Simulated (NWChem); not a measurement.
# C3H6O2 (methyl acetate): TPSSh/MIDI!

What is the electronic atomisation energy of C3H6O2 (methyl acetate) at TPSSh/MIDI!? 

The calculation is run with NWChem 7.3.0.

## (1) The system as given

C3H6O2 has 11 atoms, charge 0, and is taken as a singlet. As SMILES, `COC(C)=O`. The coordinates come from a PBE0-D4/def2-TZVP relaxation. This is one conformer, not always the lowest.

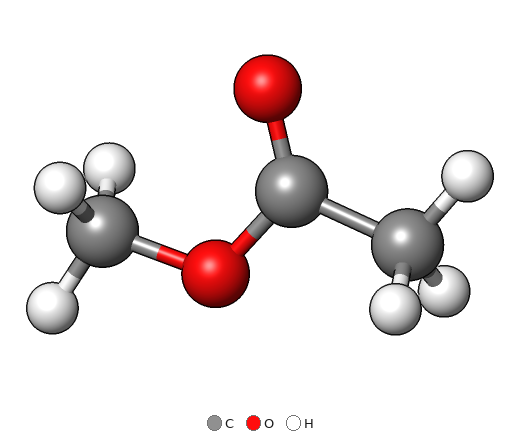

Viewed from a chosen angle; carbon grey, oxygen red, hydrogen white.

## (2) The energy at TPSSh/MIDI! (run 1)

The input, calc.nw:

```
start calc
title "C3H6O2"
memory total 2200 mb
geometry noautosym nocenter noautoz
  C    -1.440600    0.996700    0.557900
  O    -0.644700   -0.165700    0.353700
  C     0.525400    0.044800   -0.267200
  C     1.284800   -1.235300   -0.432100
  O     0.892500    1.128500   -0.632400
  H    -0.908700    1.724200    1.172600
  H    -1.693000    1.462600   -0.395700
  H    -2.340700    0.656000    1.064800
  H     1.477000   -1.681300    0.545500
  H     2.223600   -1.037600   -0.942800
  H     0.689800   -1.949800   -1.003900
end
basis spherical bse
  C library "MIDI!"
  O library "MIDI!"
  H library "MIDI!"
end
dft
  xc xctpssh
  grid fine
  convergence energy 1e-08
  iterations 100
  mulliken
  print low
end
task dft
```

Launch:

```
nwchem calc.nw > calc.out
```

The log of the run:

```text
[...]
 d= 0,ls=0.0,diis     1   -266.7209147134 -4.49D+02  3.02D-02  1.08D+00     1.1
[...]
 d= 0,ls=0.0,diis    11   -266.8559145128 -3.96D-10  1.41D-07  1.71D-10    10.2
         Total DFT energy =     -266.855914512813
      One electron energy =     -724.611383849544
           Coulomb energy =      310.775568059788
    Exchange-Corr. energy =      -35.545246912680
 Nuclear repulsion energy =      182.525148189623
[...]
      Total Density - Mulliken Population Analysis
     ---------------------------------------------
    Atom       Charge   Shell Charges
 -----------   ------   -------------------------------------------------------
    1 C    6     6.17   1.99  0.83  0.46  1.46  1.42
    2 O    8     8.63   1.99  0.97  0.92  2.05  2.65  0.04
    3 C    6     5.23   1.99  0.81  0.12  1.42  0.89
    4 C    6     6.55   1.99  0.83  0.53  1.54  1.66
    5 O    8     8.57   1.99  0.99  0.97  2.04  2.54  0.04
    6 H    1     0.82   0.59  0.23
    7 H    1     0.82   0.59  0.23
    8 H    1     0.82   0.59  0.23
    9 H    1     0.80   0.57  0.22
   10 H    1     0.80   0.58  0.22
[...]
```

It took 11 s on 1 thread of Intel Xeon 6975P-C (Granite Rapids), shared host; peak memory 0.12 GiB.

## (3) The C atom (run 2)

The input, mymol.nw:

```
start mymol
title "C TPSSh"
memory stack 880 mb heap 220 mb global 1100 mb

geometry units angstrom noautosym nocenter noautoz
   C     0.000000    0.000000    0.000000
end

basis "ao basis" spherical bse
   * library "MIDI!"
end

dft
   xc xctpssh
   mult 3
   grid fine
   convergence energy 1e-08
   iterations 100
   mulliken
   noprint "final vectors analysis"
end

task dft
```

Run the same way, it converges to -37.63465 Eh (log not shown).

Run 3 isn't shown in full; the table further down has it.

## (4) The O atom at the same level (run 4)

The input, mymol.xyz:

```xyz
1
O
O      0.000000     0.000000     0.000000
```

The input, mymol.nw:

```
start mymol
title "O"
memory stack 880 mb heap 220 mb global 1100 mb
charge 0

geometry noautosym nocenter noautoz
 load format xyz mymol.xyz
end

basis spherical bse
 O library "MIDI!"
end

dft
 xc xctpssh
 mult 3
 grid fine
 convergence energy 1e-08
 iterations 100
 mulliken
 print low
end

task dft energy
```

Launch:

```
nwchem mymol.nw > mymol.out
```

The log of the run:

```text
[...]
 d= 0,ls=0.0,diis     1    -74.6268118160 -7.46D+01  1.22D-02  7.18D-02     0.1
[...]
 d= 0,ls=0.0,diis     6    -74.6432116112 -2.07D-09  9.64D-08  6.39D-12     0.2
[...]
         Total DFT energy =      -74.643211611216
      One electron energy =     -102.850688736999
           Coulomb energy =       36.671120323129
    Exchange-Corr. energy =       -8.463643197346
 Nuclear repulsion energy =        0.000000000000
[...]
      Total Density - Mulliken Population Analysis
     ---------------------------------------------
    Atom       Charge   Shell Charges
 -----------   ------   -------------------------------------------------------
    1 O    8     8.00   1.99  1.07  0.94  1.87  2.13  0.00
     --------------------------------------------
      Spin Density - Mulliken Population Analysis
     --------------------------------------------
    Atom       Charge   Shell Charges
 -----------   ------   -------------------------------------------------------
    1 O    8     2.00   0.00  0.05 -0.05  0.98  1.02  0.00
[...]
      <S2> =      2.0024 (Exact =     2.0000)
[...]
```

It took 0.75 s on 1 thread of Intel Xeon 6975P-C (Granite Rapids), shared host; peak memory 0.1 GiB.

## (5) Overview of the runs

| run | level | partner | energy (Eh) | wall time |
| --- | --- | --- | --- | --- |
| 1 | TPSSh/MIDI! | base | -266.855915 | 11 s |
| 2 | UTPSSh/MIDI! | atoms | -37.634653 | 0.66 s |
| 3 | UTPSSh/MIDI! | atoms | -0.496736 | 0.56 s |
| 4 | UTPSSh/MIDI! | atoms | -74.643212 | 0.75 s |

## (6) Summary of results

Level: TPSSh/MIDI!.

```
                     quantity         value
         O atom: total energy  -74.64321 Eh
                 O atom: ⟨S²⟩         2.002
electronic atomisation energy     45.854 eV
```

What this shows: Taking the molecule apart into free atoms costs 45.85 eV (1057 kcal/mol), before zero-point energy and without spin-orbit coupling. All runs together took 13 s, the longest 11 s.
